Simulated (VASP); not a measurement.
# Lattice of YSb2Os2 across functionals and dispersion corrections, part 2 of 3

How much does the cell of YSb2Os2 depend on the functional? The cell is invented: it takes the structure of a Materials Project entry for YP2Pd2 (space group 139 there), with some of its atoms replaced by other elements, volume scaled by an estimate. It may not be a known or stable phase.

VASP 6.6.1, plane waves and PAW; the level of theory is named at each step.

So far. Step 2 (Relaxation with PBE): It ends with a largest force of 0.001 eV/Å and a pressure of 0.01 GPa. The conventional cell has a = 4.457 and c = 10.874 Å.

### 3. Relaxation with LDA

This step: LDA; plane waves and PAW (Os, Sb, Y_sv); invented cell (VASP 6.6.1).

LDA, the lowest rung, knows the local density alone.

Input file INCAR:

```
SYSTEM = YSb2Os2
PREC = Accurate
ENCUT = 520
EDIFF = 1E-06
NELM = 100
ISMEAR = -1
SIGMA = 0.05
LREAL = .FALSE.
ALGO = Normal
GGA = CA
LORBIT = 11
LWAVE = .FALSE.
LCHARG = .FALSE.
KPAR = 2
IBRION = 2
NSW = 60
ISIF = 3
EDIFFG = -0.01
```

Input file POSCAR:

```
YSb2Os2
1.0
   -2.1486530000      2.1486530000      5.1840510000
    2.1486530000     -2.1486530000      5.1840510000
    2.1486530000      2.1486530000     -5.1840510000
Os Sb Y
2 2 1
Direct
    0.7500000000      0.2500000000      0.5000000000
    0.2500000000      0.7500000000      0.5000000000
    0.3894394600      0.3894394600      0.0000000000
    0.6105605400      0.6105605400      0.0000000000
    0.0000000000      0.0000000000      0.0000000000
```

Input file KPOINTS:

```
Automatic mesh
0
Gamma
7 7 7
0 0 0
```

PAW data sets: Os, Sb and Y_sv (PBE family, release 64).

Launch:

```sh
mpirun -np 2 vasp_std
```

Output:

```text
[banner, memory and clock lines left out]
running    2 mpi-ranks, on    1 nodes
 distrk:  each k-point on    1 cores,    2 groups
 distr:  one band on    1 cores,    1 groups

 POSCAR found type information on POSCAR OsSbY
 POSCAR found :  3 types and       5 ions
|                                                                             |
|               ----> ADVICE to this user running VASP <----                  |
|                                                                             |
|     You enforced a specific xc type in the INCAR file but a different       |
|     [... a line on the potential file left out ...]
|     I HOPE YOU KNOW WHAT YOU ARE DOING!                                     |
|                                                                             |

 LDA part: xc-table for (Slater(with rela. corr.)+CA(PZ))
 , standard interpolation
 POSCAR, INCAR and KPOINTS ok, starting setup
 FFT: planning ... GRIDC
 FFT: planning ... GRID_SOFT
 FFT: planning ... GRID
 WAVECAR not read
 entering main loop
       N       E                     dE             d eps       ncg     rms          rms(c)
DAV:   1     0.237606472300E+03    0.23761E+03   -0.16312E+04  1760   0.153E+03
DAV:   2    -0.181917245572E+02   -0.25580E+03   -0.24939E+03  1976   0.404E+02
DAV:   3    -0.411738692162E+02   -0.22982E+02   -0.22355E+02  2602   0.965E+01
DAV:   4    -0.421599679476E+02   -0.98610E+00   -0.97978E+00  2878   0.197E+01
DAV:   5    -0.421822463609E+02   -0.22278E-01   -0.22259E-01  2518   0.257E+00    0.321E+01
DAV:   6    -0.408074255680E+02    0.13748E+01   -0.20728E+00  2262   0.841E+00    0.197E+01
DAV:   7    -0.405100041966E+02    0.29742E+00   -0.21567E+00  2678   0.756E+00    0.510E+00
DAV:   8    -0.404954607316E+02    0.14543E-01   -0.71702E-01  2354   0.443E+00    0.171E+00
DAV:   9    -0.404704735946E+02    0.24987E-01   -0.14142E-01  2670   0.252E+00    0.631E-01
DAV:  10    -0.404680360597E+02    0.24375E-02   -0.27100E-02  2322   0.789E-01    0.368E-01
DAV:  11    -0.404679589992E+02    0.77060E-04   -0.17067E-03  2542   0.293E-01    0.250E-01
DAV:  12    -0.404678773147E+02    0.81685E-04   -0.41785E-04  2498   0.118E-01    0.292E-02
DAV:  13    -0.404678760610E+02    0.12537E-05   -0.71791E-05  2956   0.412E-02    0.140E-02
DAV:  14    -0.404678755056E+02    0.55542E-06   -0.41499E-06  2158   0.122E-02
   1 F= -.40467876E+02 E0= -.40452467E+02  d E =-.404679E+02
 curvature:   0.00 expect dE= 0.000E+00 dE for cont linesearch  0.000E+00
 trial: gam= 0.00000 g(F)=  0.854E+01 g(S)=  0.293E+01 ort = 0.000E+00 (trialstep = 0.100E+01)
 search vector abs. value=  0.115E+02
 bond charge predicted
       N       E                     dE             d eps       ncg     rms          rms(c)
DAV:   1    -0.483407673131E+02   -0.78729E+01   -0.40518E+02  1982   0.122E+02    0.216E+01
DAV:   2    -0.426526030687E+02    0.56882E+01   -0.85824E+01  2656   0.639E+01    0.129E+01
DAV:   3    -0.405858357656E+02    0.20668E+01   -0.27927E+01  2666   0.228E+01    0.892E+00
DAV:   4    -0.401054672945E+02    0.48037E+00   -0.40892E+00  2636   0.110E+01    0.615E+00
DAV:   5    -0.401364755523E+02   -0.31008E-01   -0.37212E-01  2776   0.270E+00    0.337E+00
DAV:   6    -0.401744122621E+02   -0.37937E-01   -0.19092E-01  2874   0.184E+00    0.786E-01
DAV:   7    -0.401832935535E+02   -0.88813E-02   -0.21321E-02  3072   0.712E-01    0.210E-01
DAV:   8    -0.401837906483E+02   -0.49709E-03   -0.12135E-03  2498   0.198E-01    0.931E-02
DAV:   9    -0.401837784237E+02    0.12225E-04   -0.23925E-04  2670   0.685E-02    0.363E-02
DAV:  10    -0.401837785534E+02   -0.12975E-06   -0.19995E-05  2464   0.259E-02    0.741E-03
DAV:  11    -0.401837786076E+02   -0.54170E-07   -0.89971E-07  1574   0.534E-03
   2 F= -.40183779E+02 E0= -.40174274E+02  d E =0.284097E+00
[... from here on, the cycles between the ionic steps are left out ...]
   3 F= -.42026706E+02 E0= -.42017704E+02  d E =-.155883E+01
   4 F= -.42063076E+02 E0= -.42053537E+02  d E =-.159520E+01
   5 F= -.42086998E+02 E0= -.42076353E+02  d E =-.161912E+01
   6 F= -.42087239E+02 E0= -.42076713E+02  d E =-.161936E+01
   7 F= -.42052540E+02 E0= -.42042660E+02  d E =0.346989E-01
   8 F= -.42114337E+02 E0= -.42104114E+02  d E =-.270979E-01
   9 F= -.42125198E+02 E0= -.42115346E+02  d E =-.108616E-01
  10 F= -.42127476E+02 E0= -.42117754E+02  d E =-.131395E-01
  11 F= -.42127485E+02 E0= -.42117771E+02  d E =-.131478E-01
  12 F= -.42127482E+02 E0= -.42117784E+02  d E =0.216248E-05
 trial-energy change:    0.000002  1 .order   -0.000002   -0.000117    0.000113
 step:   0.4362(harm=  0.4362)  dis= 0.00064  next Energy=   -42.127514 (dE=-0.295E-04)
 bond charge predicted
       N       E                     dE             d eps       ncg     rms          rms(c)
DAV:   1    -0.421275267332E+02   -0.44548E-04   -0.11675E-03  1768   0.224E-01    0.391E-02
DAV:   2    -0.421275188709E+02    0.78623E-05   -0.75041E-05  2444   0.510E-02    0.238E-02
DAV:   3    -0.421275129576E+02    0.59133E-05   -0.14100E-05  2758   0.221E-02    0.112E-02
DAV:   4    -0.421275126477E+02    0.30989E-06   -0.47874E-06  2358   0.128E-02
  13 F= -.42127513E+02 E0= -.42117810E+02  d E =-.280770E-04
 curvature:  -0.22 expect dE=-0.369E-05 dE for cont linesearch -0.317E-08
 trial: gam= 0.11647 g(F)=  0.213E-05 g(S)=  0.146E-04 ort = 0.140E-05 (trialstep = 0.776E+00)
 search vector abs. value=  0.189E-04
 reached required accuracy - stopping structural energy minimisation
```

Run time: 6.3 min. Hardware: 2 MPI ranks of Intel Xeon 6975P-C (Granite Rapids), shared host; peak memory 0.72 GiB.

From OUTCAR (step 3):

```text
The static configuration has the point symmetry D_4h.

 Found     40 irreducible k-points:

   NELECT =      37.0000    total number of electrons

 E-fermi :   8.1279

 k-point     1 :       0.0000    0.0000    0.0000
  band No.  band energies     occupation
    ...
     15       6.5645      2.00000
     16       7.1029      2.00000
     17       7.1029      2.00000
     18       7.2809      2.00000
     19       7.7364      1.99920
     20       9.2247      0.00000
     21       9.7199      0.00000
     22      10.1232      0.00000

 k-point     2 :       0.1429    0.0000   -0.0000
  band No.  band energies     occupation
    ...
     15       6.5760      2.00000
     16       6.9526      2.00000
     17       7.1023      2.00000
     18       7.4033      2.00000
     19       7.5504      1.99998
     20       8.9959      0.00000
     21       9.2609      0.00000
     22       9.5611      0.00000

  Total        0.0187144      0.0187144      0.0285589      0.0000000      0.0000000      0.0000000
  in kB        0.2907709      0.2907709      0.4437272      0.0000000      0.0000000      0.0000000
  external PRESSURE =       0.3417563 kB  Pullay stress =       0.0000000 kB

  energy-cutoff  :      520.00
  volume of cell :      103.12
      direct lattice vectors                 reciprocal lattice vectors
    -2.191939077  2.191939077  5.365616049     0.000000000  0.228108530  0.093185945
     2.191939077 -2.191939077  5.365616049     0.228108530  0.000000000  0.093185945
     2.191939077  2.191939077 -5.365616049     0.228108530  0.228108530  0.000000000

 POSITION                                       TOTAL-FORCE (eV/Angst)
 -----------------------------------------------------------------------------------
      0.00000      2.19194      2.68281        -0.000000     -0.000000      0.000000
      2.19194      0.00000      2.68281        -0.000000     -0.000000     -0.000000
      0.00000      0.00000      3.99013         0.000000      0.000000     -0.004700
      0.00000      0.00000      6.74110        -0.000000     -0.000000      0.004700
      0.00000      0.00000     10.73123        -0.000000     -0.000000     -0.000000
 -----------------------------------------------------------------------------------
    total drift:                                0.000000     -0.000000      0.000000

  FREE ENERGIE OF THE ION-ELECTRON SYSTEM (eV)
  ---------------------------------------------------
  free  energy   TOTEN  =       -42.1275126477 eV

  energy  without entropy=      -42.1081070544  energy(sigma->0) =      -42.11780985

 total charge
# of ion       s       p       d       f       tot
--------------------------------------------------
    1        0.532   0.533   6.335   0.000   7.400
    2        0.532   0.533   6.335   0.000   7.400
    3        1.093   1.381   0.143   0.000   2.617
    4        1.093   1.381   0.143   0.000   2.617
    5        2.150   6.224   0.905   0.030   9.310
--------------------------------------------------
tot          5.400  10.052  13.861   0.030  29.344

[... 8 parts as in an earlier step ...]

[... 5 further parts left out ...]
```

The PAW data sets were made with PBE, though LDA sets exist; this is a small mismatch.

Step by step:

```csv
step,energy less that of the first step (eV),largest force (eV/Å),pressure (GPa),volume (Å³)
1,0.0000,9.4067,11.28,95.73
2,0.2841,4.8227,4.79,114.87
3,-1.5588,1.2400,2.52,102.94
4,-1.5952,0.8740,2.77,102.25
5,-1.6191,0.1158,3.39,101.01
6,-1.6194,0.2029,3.32,101.14
7,-1.5847,0.6891,-5.58,106.74
8,-1.6465,0.1747,-0.50,103.32
9,-1.6573,0.0892,-0.24,103.23
10,-1.6596,0.0355,-0.06,103.16
11,-1.6596,0.0316,-0.04,103.15
12,-1.6596,0.0211,0.12,103.09
13,-1.6596,0.0047,0.03,103.12
```

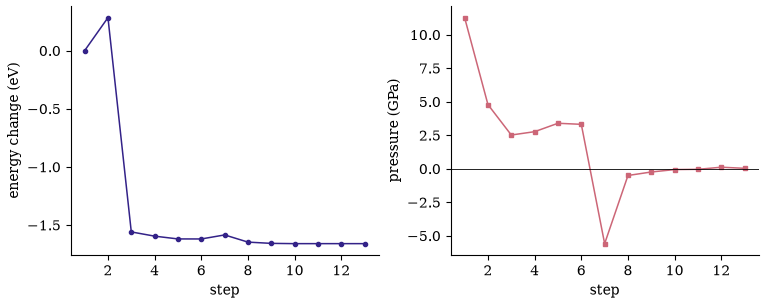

Energy and pressure along the relaxation.

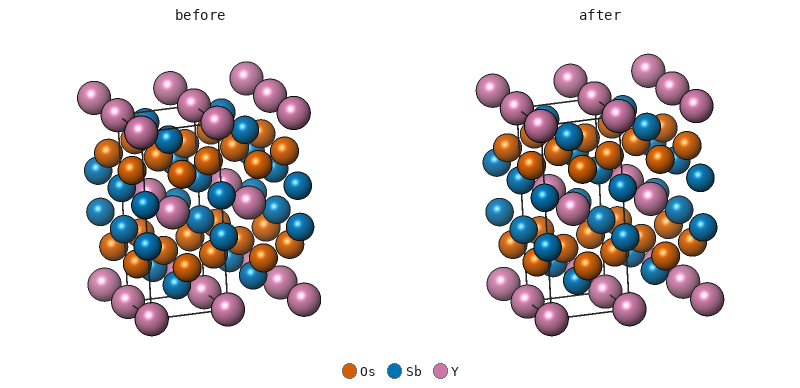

The structure before and after the relaxation, drawn at the same scale.

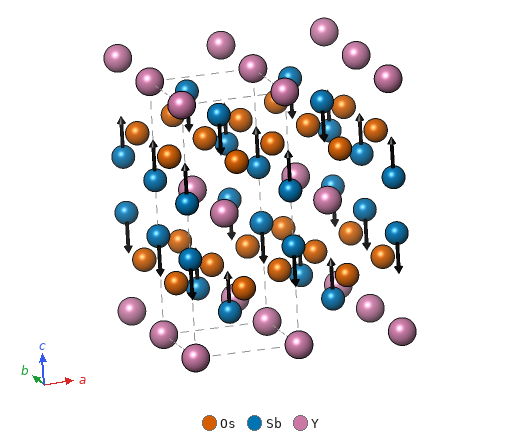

Displacements in the relaxation, exaggerated, measured against the changing cell; the longest in the cell stands for 0.19 Å. 2×2×1 conventional cells are drawn. Some periodic images of atoms are drawn too.

```csv
"conventional cell, symmetrised",before,after,change
a (Å),4.297,4.384,+2.0 %
b (Å),4.297,4.384,+2.0 %
c (Å),10.368,10.731,+3.5 %
volume (Å³/atom),19.15,20.62,+7.7 %
```

The atoms that moved most (Å, as changes of fractional coordinates times the final cell):

```csv
atom,dx,dy,dz,length
Sb4,0.000,0.000,0.189,0.189
Sb3,0.000,0.000,-0.189,0.189
```

The relaxed structure:

```xyz
5
Lattice="-2.1919 2.1919 5.3656 2.1919 -2.1919 5.3656 2.1919 2.1919 -5.3656" Properties=species:S:1:pos:R:3 pbc="T T T"
Os    0.0000    2.1919    2.6828
Os    2.1919    0.0000    2.6828
Sb    0.0000    0.0000    3.9901
Sb    0.0000    0.0000    6.7411
Y     0.0000    0.0000    0.0000
```

This step gave:

| Item | Value |
| --- | --- |
| free energy (TOTEN) | -42.13 eV |
| energy at zero smearing | -42.12 eV |
| Fermi energy | 8.128 eV |
| pressure | 0.03418 GPa |
| SCF cycles over all ionic steps | 104 |

It ends at 20.62 Å³/atom, +7.7 % from the start, with 0.03 GPa left. The conventional cell has a = 4.384 and c = 10.731 Å.

### 4. Relaxation with PBEsol

This step: PBEsol; plane waves and PAW (Os, Sb, Y_sv); invented cell (VASP 6.6.1).

PBEsol restores the gradient expansion of exchange and is tuned for the cells of solids.

Changes to INCAR since step 3:

```diff
@@ -9,3 +9,3 @@
 ALGO = Normal
-GGA = CA
+GGA = PS
 LORBIT = 11
```

POSCAR is that of step 3.

KPOINTS is that of step 3.

Launch:

```sh
mpirun -np 2 vasp_std
```

Output:

```text
[banner, memory and clock lines left out]
running    2 mpi-ranks, on    1 nodes
[...]
[... a notice as in an earlier step ...]

 LDA part: xc-table for (Slater+PW92), standard interpolation
 POSCAR, INCAR and KPOINTS ok, starting setup
[...]
entering main loop
       N       E                     dE             d eps       ncg     rms          rms(c)
DAV:   1     0.238851534113E+03    0.23885E+03   -0.16314E+04  1760   0.153E+03
DAV:   2    -0.164056820222E+02   -0.25526E+03   -0.24885E+03  1976   0.404E+02
DAV:   3    -0.392757602942E+02   -0.22870E+02   -0.22246E+02  2602   0.963E+01
DAV:   4    -0.402498164210E+02   -0.97406E+00   -0.96787E+00  2856   0.196E+01
[...]
DAV:  13    -0.386854950695E+02    0.16748E-04   -0.20105E-04  2822   0.629E-02    0.213E-02
DAV:  14    -0.386854938002E+02    0.12693E-05   -0.16147E-05  2432   0.249E-02    0.109E-02
DAV:  15    -0.386854936018E+02    0.19837E-06   -0.78482E-07  1522   0.663E-03
   1 F= -.38685494E+02 E0= -.38670177E+02  d E =-.386855E+02
[... from here on, the cycles between the ionic steps are left out ...]
   2 F= -.38600620E+02 E0= -.38590914E+02  d E =0.848734E-01
   3 F= -.40345049E+02 E0= -.40336491E+02  d E =-.165956E+01
   4 F= -.40381052E+02 E0= -.40372075E+02  d E =-.169556E+01
   5 F= -.40407208E+02 E0= -.40397154E+02  d E =-.172171E+01
   6 F= -.40407600E+02 E0= -.40397693E+02  d E =-.172211E+01
   7 F= -.40366463E+02 E0= -.40357018E+02  d E =0.411377E-01
   8 F= -.40439507E+02 E0= -.40429842E+02  d E =-.319066E-01
   9 F= -.40451149E+02 E0= -.40441734E+02  d E =-.116420E-01
  10 F= -.40453506E+02 E0= -.40444185E+02  d E =-.139987E-01
  11 F= -.40453519E+02 E0= -.40444207E+02  d E =-.140117E-01
  12 F= -.40453667E+02 E0= -.40444422E+02  d E =-.148692E-03
  13 F= -.40453689E+02 E0= -.40444429E+02  d E =-.170785E-03
  14 F= -.40453670E+02 E0= -.40444436E+02  d E =0.194294E-04
  15 F= -.40453707E+02 E0= -.40444456E+02  d E =-.180010E-04
[...]
reached required accuracy - stopping structural energy minimisation
```

It took 6.6 min on 2 MPI ranks; peak memory 0.86 GiB.

Parts of OUTCAR (step 4):

```text
  Total        0.0074732      0.0074732     -0.0001803      0.0000000     -0.0000000      0.0000000
  in kB        0.1145744      0.1145744     -0.0027645      0.0000000     -0.0000000      0.0000000
  external PRESSURE =       0.0754614 kB  Pullay stress =       0.0000000 kB

 POSITION                                       TOTAL-FORCE (eV/Angst)
 -----------------------------------------------------------------------------------
      0.00000      2.20222      2.69352         0.000000      0.000000      0.000000
      2.20222      0.00000      2.69352         0.000000      0.000000      0.000000
      0.00000      0.00000      4.00230        -0.000000     -0.000000      0.001393
      0.00000      0.00000      6.77179        -0.000000     -0.000000     -0.001393
      0.00000      0.00000      0.00000         0.000000      0.000000      0.000000
 -----------------------------------------------------------------------------------
    total drift:                               -0.000000     -0.000000      0.000000

  FREE ENERGIE OF THE ION-ELECTRON SYSTEM (eV)
  ---------------------------------------------------
  free  energy   TOTEN  =       -40.4537073459 eV

  energy  without entropy=      -40.4352043133  energy(sigma->0) =      -40.44445583

[... 2 parts as in an earlier step ...]

[... 2 further parts left out ...]
[key lines of the parts left out:]
E-fermi :   8.1000
```

The PAW data sets were made with PBE, which is usual practice but a small mismatch for other functionals.

The steps of the relaxation:

```csv
step,energy less that of the first step (eV),largest force (eV/Å),pressure (GPa),volume (Å³)
1,0.0000,9.4914,13.59,95.73
2,0.0849,4.1291,1.25,119.25
3,-1.6596,1.2553,2.17,104.61
4,-1.6956,0.9407,2.58,103.79
5,-1.7217,0.2048,3.66,102.17
6,-1.7221,0.3071,3.50,102.37
7,-1.6810,0.7239,-5.83,108.53
8,-1.7540,0.1316,-0.52,104.76
9,-1.7657,0.0934,-0.22,104.58
10,-1.7680,0.0733,-0.02,104.46
11,-1.7680,0.0716,0.00,104.45
12,-1.7682,0.0251,0.13,104.44
13,-1.7682,0.0001,0.10,104.44
14,-1.7682,0.0033,-0.12,104.60
15,-1.7682,0.0014,0.01,104.50
```

```csv
"conventional cell, symmetrised",before,after,change
a (Å),4.297,4.404,+2.5 %
b (Å),4.297,4.404,+2.5 %
c (Å),10.368,10.774,+3.9 %
volume (Å³/atom),19.15,20.90,+9.2 %
```

The atoms that moved most (Å, as changes of fractional coordinates times the final cell):

```csv
atom,dx,dy,dz,length
Sb3,0.000,0.000,-0.194,0.194
Sb4,0.000,0.000,0.194,0.194
```

The relaxed structure:

```cif
data_structure
_symmetry_space_group_name_H-M 'P 1'
_symmetry_Int_Tables_number 1
_cell_length_a 6.2225
_cell_length_b 6.2225
_cell_length_c 6.2225
_cell_angle_alpha 138.547
_cell_angle_beta 138.547
_cell_angle_gamma 60.067
_cell_volume 104.50
loop_
_atom_site_label
_atom_site_type_symbol
_atom_site_fract_x
_atom_site_fract_y
_atom_site_fract_z
_atom_site_occupancy
Os1 Os 0.75000 0.25000 0.50000 1
Os2 Os 0.25000 0.75000 0.50000 1
Sb3 Sb 0.37147 0.37147 0.00000 1
Sb4 Sb 0.62853 0.62853 0.00000 1
Y5 Y 0.00000 0.00000 0.00000 1
```

It ends at 20.90 Å³/atom, +9.2 % from the start, with 0.01 GPa left. The conventional cell has a = 4.404 and c = 10.774 Å.

### 5. Relaxation with r2SCAN

This step: r2SCAN; plane waves and PAW (Os, Sb, Y_sv); invented cell (VASP 6.6.1).

r2SCAN adds the kinetic-energy density, costs more than a GGA and is run with LASPH.

Changes to INCAR since step 4:

```diff
@@ -9,3 +9,4 @@
 ALGO = Normal
-GGA = PS
+METAGGA = R2SCAN
+LASPH = .TRUE.
 LORBIT = 11
```

POSCAR is that of step 4.

KPOINTS is that of step 4.

Launch:

```sh
mpirun -np 2 vasp_std
```

Output:

```text
[banner, memory and clock lines left out]
running    2 mpi-ranks, on    1 nodes
[...]
[... a notice as in an earlier step ...]

 LDA part: xc-table for (None), standard interpolation
 POSCAR, INCAR and KPOINTS ok, starting setup
[...]
entering main loop
       N       E                     dE             d eps       ncg     rms          rms(c)
DAV:   1     0.107264726222E+03    0.10726E+03   -0.16924E+04  1760   0.159E+03
DAV:   2    -0.157957151004E+03   -0.26522E+03   -0.25852E+03  1976   0.419E+02
DAV:   3    -0.181991244286E+03   -0.24034E+02   -0.23371E+02  2644   0.100E+02
DAV:   4    -0.183147736656E+03   -0.11565E+01   -0.11482E+01  2918   0.211E+01
[...]
DAV:  12    -0.176154745121E+03   -0.75128E-04   -0.12843E-04  2608   0.803E-02    0.365E-02
DAV:  13    -0.176154747813E+03   -0.26919E-05   -0.42212E-05  2612   0.395E-02    0.207E-02
DAV:  14    -0.176154747546E+03    0.26775E-06   -0.18076E-06  1690   0.104E-02
   1 F= -.17615475E+03 E0= -.17614209E+03  d E =-.176155E+03
[... from here on, the cycles between the ionic steps are left out ...]
   2 F= -.17628008E+03 E0= -.17627036E+03  d E =-.125328E+00
   3 F= -.17805132E+03 E0= -.17804434E+03  d E =-.189657E+01
   4 F= -.17808756E+03 E0= -.17808060E+03  d E =-.193281E+01
   5 F= -.17811524E+03 E0= -.17810806E+03  d E =-.196050E+01
   6 F= -.17811572E+03 E0= -.17810860E+03  d E =-.196097E+01
   7 F= -.17808319E+03 E0= -.17807605E+03  d E =0.325323E-01
[...]
hard stop encountered!  aborting job ...
[...]
|     The electronic self-consistency was not achieved in the given           |
[...]
soft stop encountered!  aborting job ...
   8 F= -.17815069E+03 E0= -.17814359E+03  d E =-.142046E-01
 deleting file STOPCAR
```

Run time: 15 min. Hardware: 2 MPI ranks; peak memory 0.91 GiB.

The run was stopped at its time limit, by a STOPCAR file.

By then 7 ionic steps had been finished.

More ranks or a longer limit would be the way on, or going on from the last geometry.

(Continued in part 3 of 3.)

[Lines on the potential files, build, host, timing and source positions are cut from VASP's logs without a mark.]

[Logs are printed without paths, hosts, clocks, repeated set-up lines and the standing remarks that a program may print on its own settings, such as how far it seeks lower states.]

[Hosts, paths, dates, database ids (printed as entryN), source tags and the programs' standing remarks are cut or masked in the printed files.]

[A measured line is paired with the nearest computed mode of its activity, which favours agreement.]
